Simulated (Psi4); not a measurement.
Run report: C2H4FNOSi, energy and gradient calculation (part 1 of 2)

System: C2H4FNOSi.
Method: TPSSh/def2-SVP, RKS (Psi4 1.11).

The geometry comes from this level: PBE0-D4/def2-TZVP.

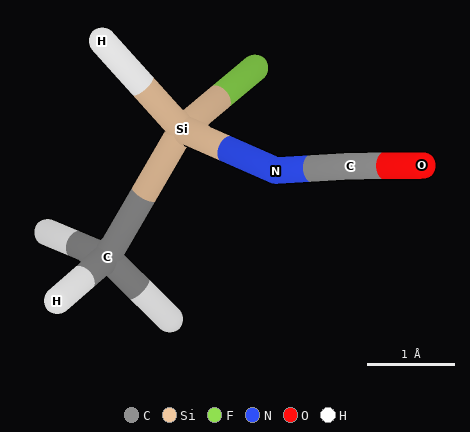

Figure 1. The input geometry (stick view, seen at a tilt).

The input (job.inp)
```
memory 1600 MB

molecule {
  0 1
  C     -1.318900    -0.731800     0.573000
  Si     0.243800    -0.552500    -0.384700
  F      1.343500    -1.551500     0.196800
  N      0.842100     1.034600    -0.218600
  C      1.568200     1.980200    -0.298100
  O      2.243900     2.924800    -0.355000
  H     -1.152000    -0.507500     1.629000
  H     -1.705900    -1.750300     0.493100
  H     -2.079000    -0.045100     0.192700
  H      0.097700    -0.852100    -1.825100
  symmetry c1
}

set {
  basis       def2-SVP
  scf_type    df
  basis_guess true
}

gradient('tpssh')
print_variables()
```

Launched with:
```bash
psi4 -i job.inp -o job.out -n 1
```

Output
```
Psi4 1.11 release

gradient() will perform analytic gradient computation.

  //>>>>>>>>>>>>>>>>>>>>>>>>>>>>>>>>>>>//
  //    Guess SCF, def2-sv_p_ Basis    //
  //<<<<<<<<<<<<<<<<<<<<<<<<<<<<<<<<<<<//

   => Loading Basis Set <=

    Name: DEF2-SV_P_
    Role: ORBITAL
    Keyword: BASIS

         ---------------------------------------------------------
                           SCF Castup computation
         ---------------------------------------------------------
                                   SCF
                              RKS Reference
                        1 Threads,   1525 MiB Core
         ---------------------------------------------------------

  ==> Geometry <==

    Molecular point group: c1
    Full point group: C1

    Geometry (in Angstrom), charge = 0, multiplicity = 1:

       Center              X                  Y                   Z               Mass
    ------------   -----------------  -----------------  -----------------  -----------------
         C           -2.063082885758    -0.999762920732     0.687002344098    12.000000000000
         SI          -0.500382885758    -0.820462920732    -0.270697655902    27.976926534650
         F            0.599317114242    -1.819462920732     0.310802344098    18.998403162730
         N            0.097917114242     0.766637079268    -0.104597655902    14.003074004430
         C            0.824017114242     1.712237079268    -0.184097655902    12.000000000000
         O            1.499717114242     2.656837079268    -0.240997655902    15.994914619570
         H           -1.896182885758    -0.775462920732     1.743002344098     1.007825032230
         H           -2.450082885758    -2.018262920732     0.607102344098     1.007825032230
         H           -2.823182885758    -0.313062920732     0.306702344098     1.007825032230
         H           -0.646482885758    -1.120062920732    -1.711097655902     1.007825032230

  Running in c1 symmetry.

  Rotational constants: A =      0.20679  B =      0.05075  C =      0.04343 [cm^-1]
  Rotational constants: A =   6199.52845  B =   1521.32489  C =   1302.12835 [MHz]
  Nuclear repulsion =  278.557846040718971

  Charge       = 0
  Multiplicity = 1
  Electrons    = 54
  Nalpha       = 27
  Nbeta        = 27

  ==> Algorithm <==

  SCF Algorithm Type is DF.
  DIIS enabled.
  MOM disabled.
  Fractional occupation disabled.
  Guess Type is SAD.
  Energy threshold   = 1.00e-08
  Density threshold  = 1.00e-08
  Integral threshold = 1.00e-12

  ==> Primary Basis <==

  Basis Set: DEF2-SV_P_
    Blend: DEF2-SV_P_
    Number of shells: 46
    Number of basis functions: 96
    Number of Cartesian functions: 102
    Spherical Harmonics?: true
    Max angular momentum: 2

  ==> DFT Potential <==

   => LibXC <=

    Version 7.1.2

   => Composite Functional: TPSSH <=

    TPSSh Hyb-GGA Exchange-Correlation Functional

    Deriv               =              1
    GGA                 =           TRUE
    Meta                =           TRUE

    Exchange Hybrid     =           TRUE
    MP2 Hybrid          =          FALSE

   => Exchange Functionals <=

    0.9000   Tao, Perdew, Staroverov & Scuseria

   => Exact (HF) Exchange <=

    0.1000               HF

   => Correlation Functionals <=

    1.0000   Tao, Perdew, Staroverov & Scuseria

   => LibXC Density Thresholds  <==

    XC_HYB_MGGA_XC_TPSSH:  1.00E-15

   => Molecular Quadrature <=

    Radial Scheme          =       TREUTLER
    Pruning Scheme         =           NONE
    Nuclear Scheme         =       TREUTLER

    Blocking Scheme        =         OCTREE
    BS radius alpha        =              1
    Pruning alpha          =              1
    Radial Points          =             75
    Spherical Points       =            302
    Total Points           =         215173
    Total Blocks           =           1659
    Max Points             =            256
    Max Functions          =             93
    Weights Tolerance      =       1.00E-15

   => Loading Basis Set <=

    Name: (DEF2-SV_P_ AUX)
    Role: JKFIT
    Keyword: DF_BASIS_SCF

  ==> Integral Setup <==

  DFHelper Memory: AOs need 0.042 GiB; user supplied 0.076 GiB.
  SCF_SUBTYPE=INCORE selected. In-core MEM_DF algorithm will be used.
  Using in-core AOs.

  ==> MemDFJK: Density-Fitted J/K Matrices <==

    J tasked:                   Yes
    K tasked:                   Yes
    wK tasked:                   No
    Memory [MiB]:                77
    Algorithm:                 Core
    Schwarz Cutoff:           1E-12
    Mask sparsity (%):       6.7274
    Fitting Condition:        1E-10

   => Auxiliary Basis Set <=

  Basis Set: (DEF2-SV_P_ AUX)
    Blend: DEF2-UNIVERSAL-JKFIT
    Number of shells: 187
    Number of basis functions: 581
    Number of Cartesian functions: 692
    Spherical Harmonics?: true
    Max angular momentum: 4

  Cached 100.0% of DFT collocation blocks in 1.042 [GiB].

  Minimum eigenvalue in the overlap matrix is 3.0555705080E-03.
  Reciprocal condition number of the overlap matrix is 5.8761660196E-04.
    Using symmetric orthogonalization.

  ==> Pre-Iterations <==

  SCF Guess: Superposition of Atomic Densities via on-the-fly atomic UHF (no occupation information).

   -------------------------
    Irrep   Nso     Nmo
   -------------------------
     A         96      96
   -------------------------
    Total      96      96
   -------------------------

  ==> Iterations <==

                           Total Energy        Delta E     RMS |[F,P]|

   @DF-RKS iter SAD:  -597.15590809223181   -5.97156e+02   0.00000e+00
   @DF-RKS iter   1:  -597.32879391196309   -1.72886e-01   1.00177e-02 DIIS/ADIIS
   @DF-RKS iter   2:  -597.00290500588801    3.25889e-01   1.29463e-02 DIIS/ADIIS
   @DF-RKS iter   3:  -597.70183847953535   -6.98933e-01   2.85470e-03 DIIS/ADIIS
   @DF-RKS iter   4:  -597.73107227765809   -2.92338e-02   1.37190e-03 DIIS/ADIIS
   @DF-RKS iter   5:  -597.73743236006499   -6.36008e-03   4.89153e-04 DIIS/ADIIS
   @DF-RKS iter   6:  -597.73832164971498   -8.89290e-04   8.66206e-05 DIIS
   @DF-RKS iter   7:  -597.73835191365765   -3.02639e-05   2.15870e-05 DIIS
   @DF-RKS iter   8:  -597.73835357666530   -1.66301e-06   7.03178e-06 DIIS
   @DF-RKS iter   9:  -597.73835373534394   -1.58679e-07   1.99715e-06 DIIS
   @DF-RKS iter  10:  -597.73835375098452   -1.56406e-08   3.35220e-07 DIIS
   @DF-RKS iter  11:  -597.73835375152919   -5.44674e-10   5.12364e-08 DIIS
   @DF-RKS iter  12:  -597.73835375154283   -1.36424e-11   7.81504e-09 DIIS
  Energy and wave function converged.

  ==> Post-Iterations <==

   Electrons on quadrature grid:
      Ntotal   =   53.9999778901 ; deviation = -2.211e-05

    Orbital Energies [Eh]
    ---------------------

    Doubly Occupied:

       1A    -66.043709     2A    -24.597998     3A    -19.111964
       4A    -14.276957     5A    -10.264476     6A    -10.120399
       7A     -5.277706     8A     -3.631907     9A     -3.629287
      10A     -3.626509    11A     -1.141636    12A     -1.076200
      13A     -0.909954    14A     -0.699716    15A     -0.597881
      16A     -0.490948    17A     -0.475958    18A     -0.457562
      19A     -0.453750    20A     -0.434432    21A     -0.420239
      22A     -0.403773    23A     -0.401616    24A     -0.376891
      25A     -0.334961    26A     -0.301128    27A     -0.289485

    Virtual:

      28A      0.002900    29A      0.018662    30A      0.060449
      31A      0.060931    32A      0.084381    33A      0.106623
      34A      0.114940    35A      0.132281    36A      0.155084
      37A      0.169792    38A      0.215929    39A      0.336086
      40A      0.354398    41A      0.396215    42A      0.408875
      43A      0.416297    44A      0.445458    45A      0.454797
      46A      0.494231    47A      0.533527    48A      0.544439
      49A      0.598363    50A      0.624715    51A      0.630702
      52A      0.679313    53A      0.688534    54A      0.691355
      55A      0.756366    56A      0.806924    57A      0.864583
      58A      0.886899    59A      0.899201    60A      0.913417
      61A      0.921349    62A      1.021087    63A      1.100357
      64A      1.102916    65A      1.117642    66A      1.251237
      67A      1.269471    68A      1.287864    69A      1.318692
      70A      1.524997    71A      1.527626    72A      1.567148
      73A      1.574260    74A      1.641173    75A      1.706080
      76A      1.753848    77A      1.768562    78A      2.136207
      79A      2.161251    80A      2.170249    81A      2.205985
      82A      2.207646    83A      2.532035    84A      2.586868
      85A      2.635498    86A      2.636989    87A      2.751833
      88A      3.061288    89A      3.063123    90A      3.142947
      91A      3.158406    92A      3.347662    93A      3.429627
      94A      3.457089    95A      3.547214    96A      3.807912

    Final Occupation by Irrep:
              A
    DOCC [    27 ]
    NA   [    27 ]
    NB   [    27 ]

  @DF-RKS Final Energy:  -597.73835375154283

   => Energetics <=

    Nuclear Repulsion Energy =            278.5578460407189709
    One-Electron Energy =               -1376.2435949667647037
    Two-Electron Energy =                 553.5791891662406670
    DFT Exchange-Correlation Energy =     -53.6317939917377373
    Empirical Dispersion Energy =           0.0000000000000000
    VV10 Nonlocal Energy =                  0.0000000000000000
    Total Energy =                       -597.7383537515428316

Computation Completed

  //>>>>>>>>>>>>>>>>>>>>>>>>>>>>>>>>>>>//
  //               TPSSH               //
  //<<<<<<<<<<<<<<<<<<<<<<<<<<<<<<<<<<<//

   => Loading Basis Set <=

    Name: DEF2-SVP
    Role: ORBITAL
    Keyword: BASIS

         ---------------------------------------------------------
                                   SCF
                              RKS Reference
                        1 Threads,   1525 MiB Core
         ---------------------------------------------------------

  ==> Geometry <==

    Molecular point group: c1
    Full point group: C1

    Geometry (in Angstrom), charge = 0, multiplicity = 1:

       Center              X                  Y                   Z               Mass
    ------------   -----------------  -----------------  -----------------  -----------------
         C           -2.063082885758    -0.999762920732     0.687002344098    12.000000000000
         SI          -0.500382885758    -0.820462920732    -0.270697655902    27.976926534650
         F            0.599317114242    -1.819462920732     0.310802344098    18.998403162730
         N            0.097917114242     0.766637079268    -0.104597655902    14.003074004430
         C            0.824017114242     1.712237079268    -0.184097655902    12.000000000000
         O            1.499717114242     2.656837079268    -0.240997655902    15.994914619570
         H           -1.896182885758    -0.775462920732     1.743002344098     1.007825032230
         H           -2.450082885758    -2.018262920732     0.607102344098     1.007825032230
         H           -2.823182885758    -0.313062920732     0.306702344098     1.007825032230
         H           -0.646482885758    -1.120062920732    -1.711097655902     1.007825032230

  Running in c1 symmetry.

  Rotational constants: A =      0.20679  B =      0.05075  C =      0.04343 [cm^-1]
  Rotational constants: A =   6199.52845  B =   1521.32489  C =   1302.12835 [MHz]
  Nuclear repulsion =  278.557846040718971

  Charge       = 0
  Multiplicity = 1
  Electrons    = 54
  Nalpha       = 27
  Nbeta        = 27

  ==> Algorithm <==

  SCF Algorithm Type is DF.
  DIIS enabled.
  MOM disabled.
  Fractional occupation disabled.
  Guess Type is SAD.
  Energy threshold   = 1.00e-08
  Density threshold  = 1.00e-08
  Integral threshold = 1.00e-12

  ==> Primary Basis <==

  Basis Set: DEF2-SVP
    Blend: DEF2-SVP
    Number of shells: 50
    Number of basis functions: 108
    Number of Cartesian functions: 114
    Spherical Harmonics?: true
    Max angular momentum: 2

  ==> DFT Potential <==

   => LibXC <=

    Version 7.1.2

   => Composite Functional: TPSSH <=

    TPSSh Hyb-GGA Exchange-Correlation Functional

    Deriv               =              1
    GGA                 =           TRUE
    Meta                =           TRUE

    Exchange Hybrid     =           TRUE
    MP2 Hybrid          =          FALSE

   => Exchange Functionals <=

    0.9000   Tao, Perdew, Staroverov & Scuseria

   => Exact (HF) Exchange <=

    0.1000               HF

   => Correlation Functionals <=

    1.0000   Tao, Perdew, Staroverov & Scuseria

   => LibXC Density Thresholds  <==

    XC_HYB_MGGA_XC_TPSSH:  1.00E-15

   => Molecular Quadrature <=

    Radial Scheme          =       TREUTLER
    Pruning Scheme         =           NONE
    Nuclear Scheme         =       TREUTLER
```
